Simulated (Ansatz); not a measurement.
# AlBNO (charge −1): what the fields show

```xyz
4

Al    0.0000    0.0000   -2.2764
B     0.0000    0.0000    0.7892
N     0.0000    0.0000   -0.5502
O     0.0000    0.0000    2.0374
```

Geometry: PBE0-D3(BJ)/def2-SVPD.

These are results of Ansatz 0.2.0, isolated molecule in a Gaussian basis; Kohn-Sham density functional theory, functional PBE0, not measurements.

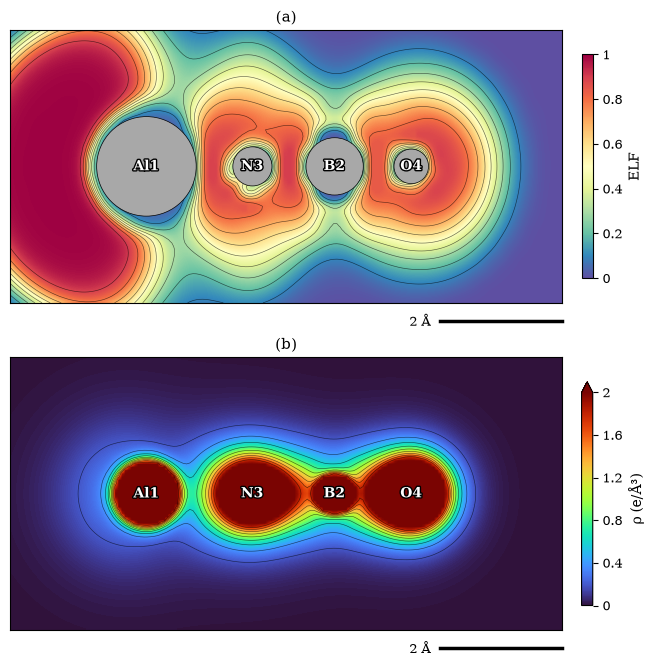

Figure 1. (a) electron localisation function; (b) electron density on a plane that holds the molecular axis. Grey discs cover the atomic cores in the ELF map.

Question: Interpret the plot.

Answer: The section cuts through Al, B, N and O sites. B–O (1.25 Å): ρ at the midpoint is about 2.7 e/Å³; the ELF peaks at about 0.85 between the atoms; a polar covalent bond. B–N (1.34 Å): ρ at the midpoint is about 2.1 e/Å³; the ELF peaks at about 0.90 between the atoms: a short, strongly polar bond. Al–N (1.73 Å): ρ is about 0.89 e/Å³ halfway; the ELF peaks at about 0.90 in the valence shell of N, 0.7 Å from its nucleus, and is about 0.55 at the midpoint. The ELF also peaks beside O4, away from the bonds: lone-pair regions.

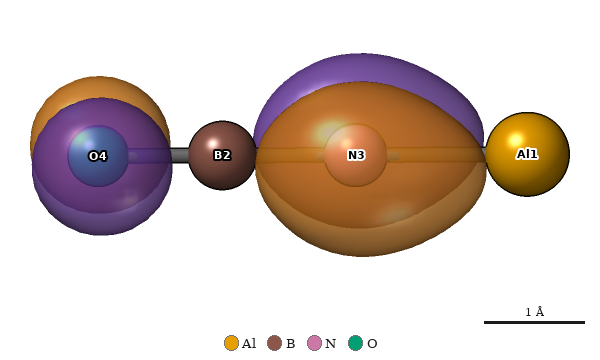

Figure 2. The HOMO−1 at ±0.15 Å⁻³ᐟ² (orange and purple are the two phases), seen from one side.

Question: Where does this orbital lie, and at what energy?

Answer: By Hirshfeld shares it lies mainly on N3 (about 50 %), O4 (about 25 %), Al1 (about 15 %) and B2 (about 10 %); largely a combination of lone pairs on N3 and O4. It is one of a degenerate set, so its orientation is arbitrary. Its energy is −2.14 eV.

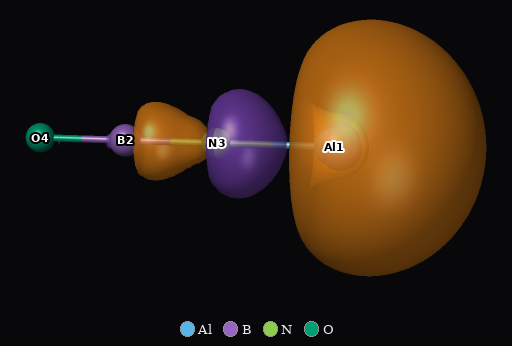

Figure 3. The HOMO at ±0.1 Å⁻³ᐟ² (orange and purple are the two phases), seen from one side.

Question: Where does this orbital lie, and at what energy?

Answer: By Hirshfeld shares it lies mainly on Al1 (about 90 %) and N3 (about 10 %); it is of σ type. Its energy is −1.90 eV.
